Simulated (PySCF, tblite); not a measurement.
# methyl furan-3-carboxylate (C6H6O3): a rotation path, then NMR shifts on frames, part 1 of 2

Aim: move methyl furan-3-carboxylate (C6H6O3) (`COC(=O)c1ccoc1`) away from its starting geometry and see how NMR shifts follow the geometry.

The runs use tblite 0.8.0 and PySCF 2.14.0, with density-fitted response routines of our own; the level of theory stands in each step. All values are computed, except where a source is named. Atoms count from 0, in the outputs and in this text.

### 1 The molecule as given

15 atoms, charge 0, multiplicity 1; geometry from: GFN2-xTB.

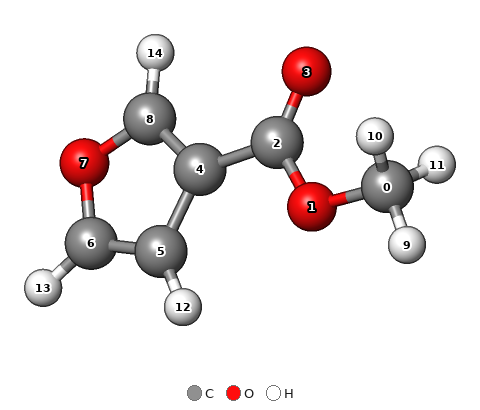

As it starts; carbon grey, oxygen red, hydrogen white, atoms numbered.

### 2 The rotation path with GFN2-xTB

Job settings and geometry (Å):

```
{"job": {"kind": "neb", "xc": "GFN2-xTB", "basis": "xTB", "atoms": [8, 4, 2, 1], "turn": 180}, "charge": 0, "multiplicity": 1}
C     -2.843362     0.256624    -0.194534
O     -1.440101     0.465603    -0.220096
C     -0.689927    -0.570785     0.185409
O     -1.151638    -1.621999     0.556472
C      0.741692    -0.263005     0.120078
C      1.370715     0.944518    -0.302092
C      2.704001     0.726643    -0.173565
O      2.942854    -0.514890     0.291495
C      1.764405    -1.108671     0.467239
H     -3.295589     1.179313    -0.549092
H     -3.175464     0.031098     0.821228
H     -3.113187    -0.579128    -0.843857
H      0.878377     1.829183    -0.646417
H      3.554799     1.348637    -0.369317
H      1.748012    -2.115152     0.835139
```

Method: GFN2-xTB climbing-image nudged elastic band, gas phase.

Launch:

```
$ OMP_NUM_THREADS=1 python probes_run.py task.json out
```

This one command runs all jobs of the session in turn.

Log:

```text
image   E - E0 / eV
  0       0.0000
  1       0.0191
  2       0.0750
  3       0.1454
  4       0.1797
  5       0.1499
  6       0.0845
  7       0.0312
  8       0.0103
```

Wall time 2.1 s (1 thread of Intel Xeon 6975P-C, shared host); peak memory 0.18 GiB.

The final band, with the dihedral C8–C4–C2–O1:

```tsv
image	dihedral (°)	energy (eV)	energy (kcal/mol)
0	180	0.000	0.0
1	200	0.019	0.4
2	221	0.075	1.7
3	244	0.145	3.4
4	268	0.180	4.1
5	293	0.150	3.5
6	316	0.084	1.9
7	338	0.031	0.7
8	360	0.010	0.2
```

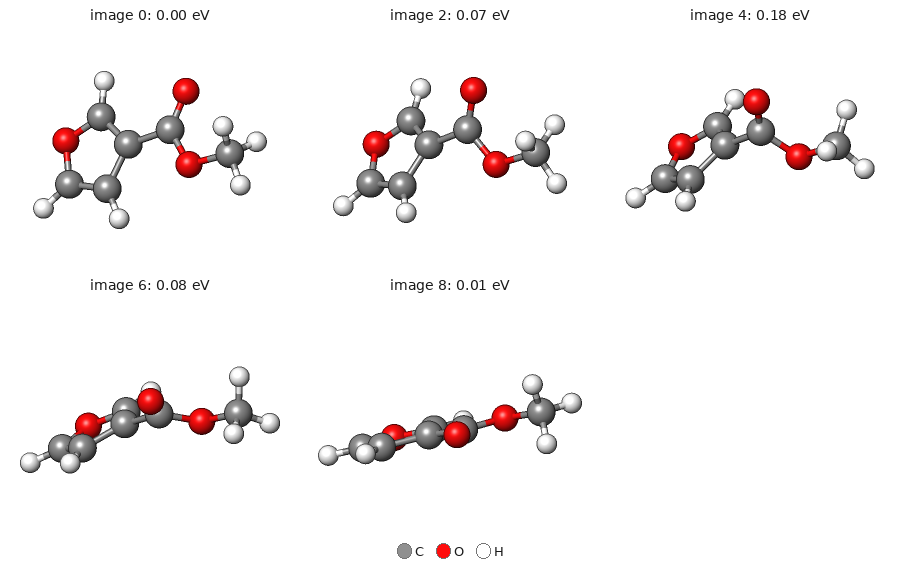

Images along the band.

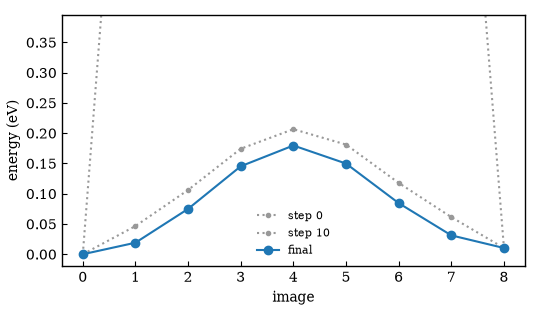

Energy along the band, early and final.

### 3 Nuclear shieldings: image 0, PBE0/pcSseg-1

Job settings and geometry (Å):

```
{"job": {"kind": "nmr", "xc": "PBE0", "basis": "pcSseg-1", "pop": false}, "charge": 0, "multiplicity": 1}
C     -2.843400     0.256600    -0.194500
O     -1.440100     0.465600    -0.220100
C     -0.689900    -0.570800     0.185400
O     -1.151600    -1.622000     0.556500
C      0.741700    -0.263000     0.120100
C      1.370700     0.944500    -0.302100
C      2.704000     0.726600    -0.173600
O      2.942900    -0.514900     0.291500
C      1.764400    -1.108700     0.467200
H     -3.295600     1.179300    -0.549100
H     -3.175500     0.031100     0.821200
H     -3.113200    -0.579100    -0.843900
H      0.878400     1.829200    -0.646400
H      3.554800     1.348600    -0.369300
H      1.748000    -2.115200     0.835100
```

With the program's defaults for keys left out, this is: GIAO PBE0/pcSseg-1 NMR shielding, non-relativistic, gas phase.

Log:

```text
coarse grid: 13496 points
cycle   1  E = -457.1048366035  dE =  1.906e+00  |g| = 9.208e-01  |ddm| = 3.742e+00
cycle   2  E = -456.7781155616  dE =  3.267e-01  |g| = 1.615e+00  |ddm| = 2.083e+00
cycle   3  E = -457.2483769089  dE = -4.703e-01  |g| = 2.818e-01  |ddm| = 1.548e+00
cycle   4  E = -457.2622636813  dE = -1.389e-02  |g| = 9.727e-02  |ddm| = 2.729e-01
cycle   5  E = -457.2639138800  dE = -1.650e-03  |g| = 2.170e-02  |ddm| = 7.557e-02
cycle   6  E = -457.2640051747  dE = -9.129e-05  |g| = 8.630e-03  |ddm| = 2.651e-02
cycle   7  E = -457.2640185673  dE = -1.339e-05  |g| = 3.019e-03  |ddm| = 8.792e-03
cycle   8  E = -457.2640203676  dE = -1.800e-06  |g| = 6.827e-04  |ddm| = 2.861e-03
final grid: 133104 points
cycle   9  E = -457.3485872958  dE = -1.487e-05  |g| = 1.606e-02  |ddm| = 3.355e-02
cycle  10  E = -457.3485084796  dE =  7.882e-05  |g| = 2.635e-02  |ddm| = 2.985e-02
cycle  11  E = -457.3486315862  dE = -1.231e-04  |g| = 3.269e-03  |ddm| = 2.027e-02
cycle  12  E = -457.3486337788  dE = -2.193e-06  |g| = 4.738e-04  |ddm| = 2.698e-03
cycle  13  E = -457.3486338177  dE = -3.894e-08  |g| = 1.787e-04  |ddm| = 4.720e-04
cycle  14  E = -457.3486338232  dE = -5.498e-09  |g| = 7.261e-05  |ddm| = 1.883e-04
cycle  15  E = -457.3486338243  dE = -1.087e-09  |g| = 1.791e-05  |ddm| = 7.618e-05
cycle  16  E = -457.3486338243  dE = -6.071e-11  |g| = 6.002e-06  |ddm| = 1.933e-05
converged SCF energy = -457.3486338243

GIAO shielding tensors (ppm)
atom      isotropic    diamagn.    paramagn.     s11        s22        s33       span
  0 C      133.259     242.158    -108.898    103.824    118.199    177.754     73.929
  1 O      151.124     403.085    -251.962    -26.074    231.647    247.798    273.872
  2 C       17.156     249.373    -232.216    -79.941     58.389     73.022    152.963
  3 O      -78.861     404.089    -482.950   -327.503   -224.824    315.744    643.246
  4 C       60.027     255.445    -195.418    -11.091     55.804    135.368    146.459
  5 C       68.303     247.204    -178.901    -18.919     62.686    161.142    180.061
  6 C       39.659     256.145    -216.486    -35.447     49.398    105.026    140.473
  7 O       29.262     397.557    -368.295   -122.030    -58.077    267.893    389.923
  8 C       32.179     252.252    -220.073    -47.560     33.431    110.664    158.224
  9 H       27.824      27.890      -0.066     23.835     26.463     33.174      9.338
 10 H       27.560      27.946      -0.386     23.801     25.354     33.526      9.725
 11 H       27.564      27.946      -0.382     23.801     25.356     33.535      9.734
 12 H       24.684      32.150      -7.466     21.991     24.716     27.344      5.353
 13 H       24.266      29.678      -5.412     21.209     25.418     26.172      4.962
 14 H       23.451      31.411      -7.961     20.251     23.928     26.174      5.924
```

It took 22 s on 1 thread of Intel Xeon 6975P-C, shared host; peak memory 0.81 GiB.

Shifts follow as δ = σ(reference) − σ, with reference shieldings (ppm) from runs at the same level and on the same kind of geometry: ¹H TMS 31.72, ¹³C TMS 186.9, ¹⁷O H2O 336.1. The references are single molecules in the gas phase, so shifts against H2O, NH3, PH3, H3PO4 or CFCl3 are not on the usual liquid scales and can be off by tens of ppm. Each atom is listed at this fixed geometry, with no averaging over motion; a spectrum would average atoms that exchange fast.

```tsv
atoms	environment	σ (ppm)	δ (ppm)
C2	ester carbonyl carbon	17.2	169.8
C8	aromatic CH next to the ring oxygen	32.2	154.7
C6	aromatic CH next to the ring oxygen	39.7	147.3
C4	substituted aromatic carbon	60.0	126.9
C5	aromatic CH	68.3	118.6
C0	methyl carbon bonded to O	133.3	53.7
H14	hydrogen on an aromatic CH next to the ring oxygen	23.45	8.27
H13	hydrogen on an aromatic CH next to the ring oxygen	24.27	7.45
H12	hydrogen on an aromatic CH	24.68	7.03
H10	hydrogen on a methyl carbon bonded to O	27.56	4.16
H11	hydrogen on a methyl carbon bonded to O	27.56	4.15
H9	hydrogen on a methyl carbon bonded to O	27.82	3.89
O3	ester carbonyl oxygen	-78.9	414.9
O7	aromatic ring oxygen	29.3	306.8
O1	ester alkoxy oxygen	151.1	185.0
```

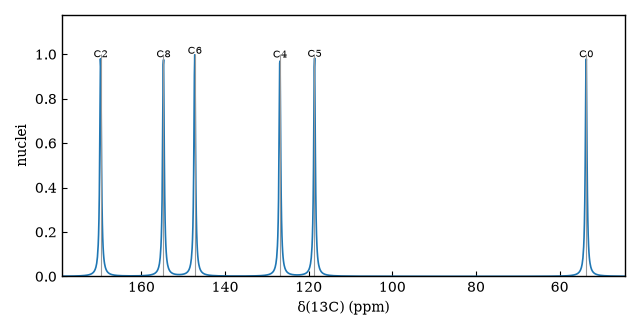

¹³C lines at the computed shifts, without couplings. Lines are broadened to a width of 0.46 ppm (Lorentzian).

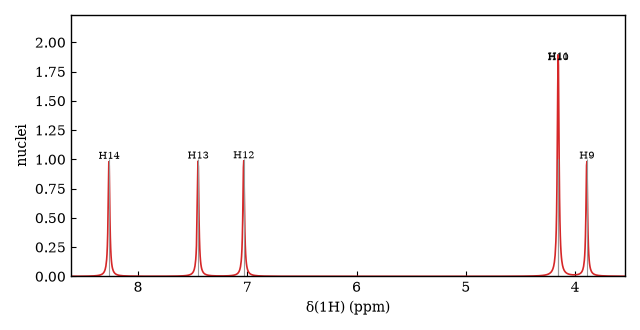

¹H lines at the computed shifts, without couplings. Lines are broadened to a width of 0.02 ppm (Lorentzian).

Ring of atoms C4, C5, C6, O7, C8: NICS(0) -11.9, NICS(1) -10.3, NICS(1)zz -25.7 ppm (means of both faces).

Orbitals, density, ELF and potential are computed afterwards from the orbital file.

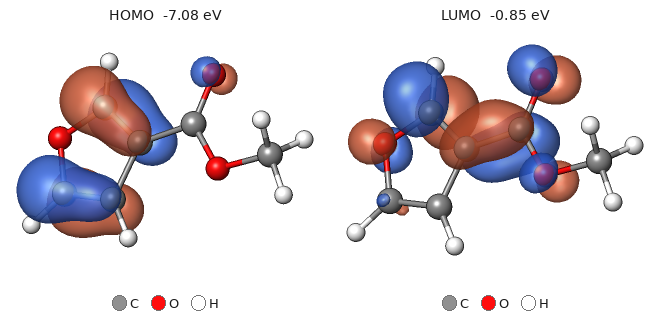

PBE0/pcSseg-1 orbitals near the gap, drawn at the value that encloses 70 % of each; the two colours are the two signs.

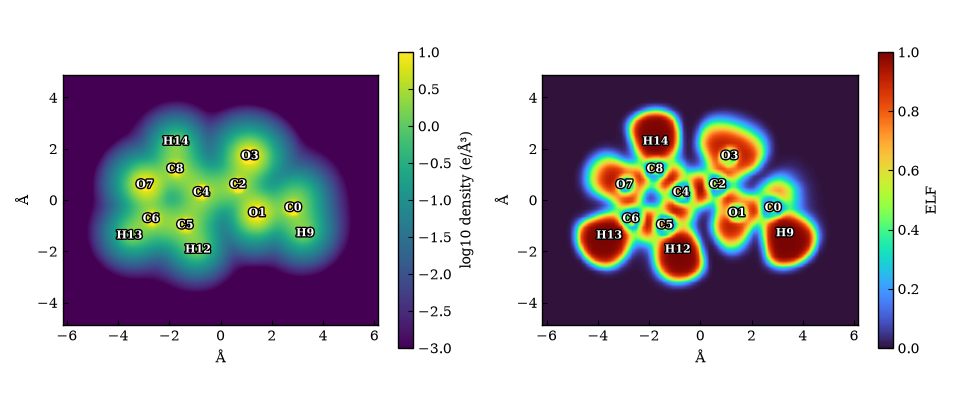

Density (left) and ELF (right) in a plane through or near 13 of the atoms.

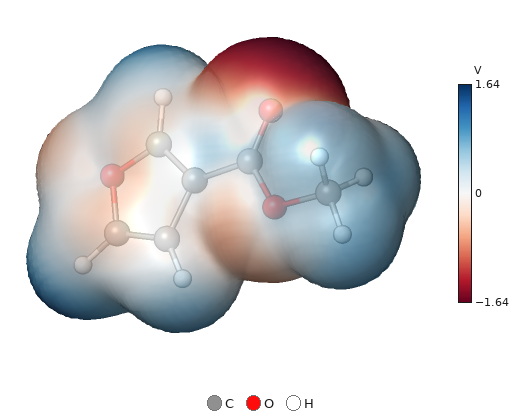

Electrostatic potential on the surface of density 0.002 e/bohr³; red is low, blue high. It runs from -1.64 V near O3 to 1.22 V near H13.

### 4 Nuclear shieldings: image 2, PBE0/pcSseg-1

Job settings and geometry (Å):

```
{"job": {"kind": "nmr", "xc": "PBE0", "basis": "pcSseg-1", "pop": false}, "charge": 0, "multiplicity": 1}
C     -2.848400     0.138600    -0.324400
O     -1.445400     0.336900    -0.414800
C     -0.699100    -0.421100     0.399500
O     -1.157900    -1.209100     1.187100
C      0.738900    -0.190300     0.186900
C      1.423000     1.040000    -0.025400
C      2.735300     0.711100    -0.150700
O      2.906600    -0.618500    -0.047300
C      1.706000    -1.158600     0.167900
H     -3.293300     0.744300    -1.109100
H     -3.212000     0.448900     0.657000
H     -3.090100    -0.916700    -0.469400
H      0.985800     2.016100    -0.053300
H      3.612200     1.309100    -0.299200
H      1.634100    -2.222700     0.273300
```

Level: GIAO PBE0/pcSseg-1 NMR shielding, non-relativistic, gas phase.

Log:

```text
coarse grid: 13496 points
cycle   1  E = -457.1000957227  dE =  1.912e+00  |g| = 9.199e-01  |ddm| = 3.723e+00
cycle   2  E = -456.7779486006  dE =  3.221e-01  |g| = 1.614e+00  |ddm| = 1.882e+00
cycle   3  E = -457.2427159943  dE = -4.648e-01  |g| = 2.825e-01  |ddm| = 1.375e+00
cycle   4  E = -457.2568098107  dE = -1.409e-02  |g| = 9.643e-02  |ddm| = 2.634e-01
cycle   5  E = -457.2584297690  dE = -1.620e-03  |g| = 2.042e-02  |ddm| = 7.060e-02
cycle   6  E = -457.2585110153  dE = -8.125e-05  |g| = 7.920e-03  |ddm| = 2.476e-02
cycle   7  E = -457.2585220562  dE = -1.104e-05  |g| = 2.773e-03  |ddm| = 7.804e-03
cycle   8  E = -457.2585235256  dE = -1.469e-06  |g| = 6.786e-04  |ddm| = 2.553e-03
final grid: 133104 points
cycle   9  E = -457.3433183630  dE = -1.770e-05  |g| = 1.599e-02  |ddm| = 3.635e-02
cycle  10  E = -457.3432411943  dE =  7.717e-05  |g| = 2.614e-02  |ddm| = 2.851e-02
cycle  11  E = -457.3433623101  dE = -1.211e-04  |g| = 3.299e-03  |ddm| = 1.925e-02
cycle  12  E = -457.3433645891  dE = -2.279e-06  |g| = 4.729e-04  |ddm| = 2.725e-03
cycle  13  E = -457.3433646269  dE = -3.784e-08  |g| = 1.901e-04  |ddm| = 4.594e-04
cycle  14  E = -457.3433646329  dE = -6.002e-09  |g| = 7.839e-05  |ddm| = 1.898e-04
cycle  15  E = -457.3433646342  dE = -1.248e-09  |g| = 1.795e-05  |ddm| = 7.633e-05
cycle  16  E = -457.3433646342  dE = -6.355e-11  |g| = 5.804e-06  |ddm| = 1.897e-05
converged SCF energy = -457.3433646342

GIAO shielding tensors (ppm)
atom      isotropic    diamagn.    paramagn.     s11        s22        s33       span
  0 C      132.861     242.151    -109.290    102.795    118.045    177.743     74.948
  1 O      144.498     403.230    -258.732    -34.959    227.431    241.022    275.981
  2 C       14.824     249.862    -235.038    -84.472     54.938     74.005    158.477
  3 O     -108.157     403.782    -511.939   -397.735   -233.927    307.190    704.926
  4 C       58.226     255.937    -197.711    -16.173     49.356    141.496    157.669
  5 C       69.319     247.169    -177.850    -17.283     64.933    160.307    177.591
  6 C       40.063     255.891    -215.828    -34.450     47.851    106.788    141.238
  7 O       33.508     397.588    -364.080   -115.181    -51.990    267.695    382.876
  8 C       35.921     252.267    -216.346    -41.412     39.233    109.941    151.352
  9 H       27.836      27.852      -0.016     24.034     26.311     33.162      9.128
 10 H       27.683      27.938      -0.255     24.020     25.293     33.735      9.715
 11 H       27.518      28.100      -0.582     23.515     25.723     33.315      9.800
 12 H       24.860      31.853      -6.993     22.574     24.938     27.067      4.493
 13 H       24.262      29.515      -5.253     21.292     25.302     26.193      4.901
 14 H       23.741      31.416      -7.675     20.869     23.888     26.467      5.598
```

Wall time 16 s (1 thread of Intel Xeon 6975P-C, shared host); peak memory 0.89 GiB.

Key values: δ C2 172.1, C8 151.0, C6 146.9, C4 128.7, H14 7.98, H13 7.45 ppm.

(Continued in part 2 of 2.)
